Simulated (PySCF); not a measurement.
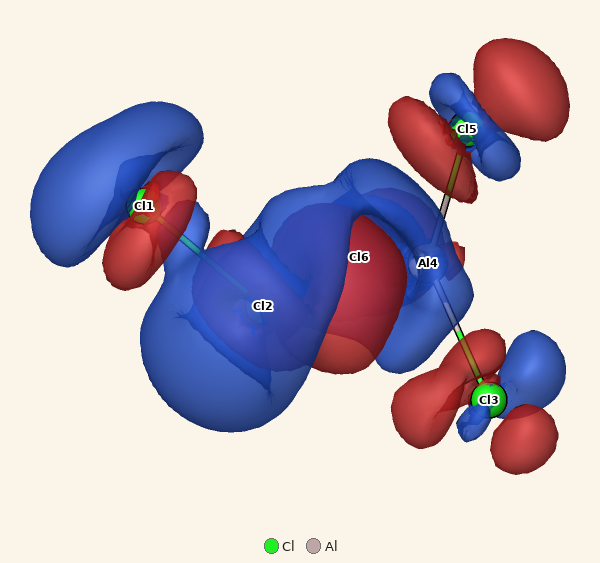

Figure. AlCl5, SMILES `ClCl.Cl[Al](Cl)Cl`. Density of the complex less the densities of the two fragments at the same geometry, ±0.003 e/Å³ (red: gain, blue: loss). Fragment A: Cl2 (atoms 1–2); fragment B: AlCl3.

PySCF calculation, B3LYP/def2-TZVP, gas phase; geometry: GFN2-xTB. GFN2-xTB bond lengths at metals and heavier atoms can be off by up to 0.1 Å and shapes distorted, which carries into these values.

**How is the density rearranged on binding?**

Hirshfeld charges show 0.065 e passing from A to B. By Hirshfeld charges, electrons gather most on Cl5 and Cl6 alike (−0.023 e) and leave Cl1 most (+0.048 e); 0.20 e is displaced in all, which induces a dipole of 1.62 D.

**What is the interaction energy, and which contacts carry it?**

The counterpoise-corrected interaction energy of the frozen fragments is −2.3 kcal/mol without dispersion correction and −7.3 kcal/mol with D3(BJ). The pair geometry is semi-empirical, not a minimum at this level. Contacts: Cl2···Al4, 2.61 Å, ρ = 0.023 a.u. The pose is a local one from a semi-empirical search, not shown to be the most stable.

Cost of the run: 44 s on 1 thread of Intel(R) Xeon(R) 6975P-C (Granite Rapids) (shared host), peak memory 1.2 GiB.
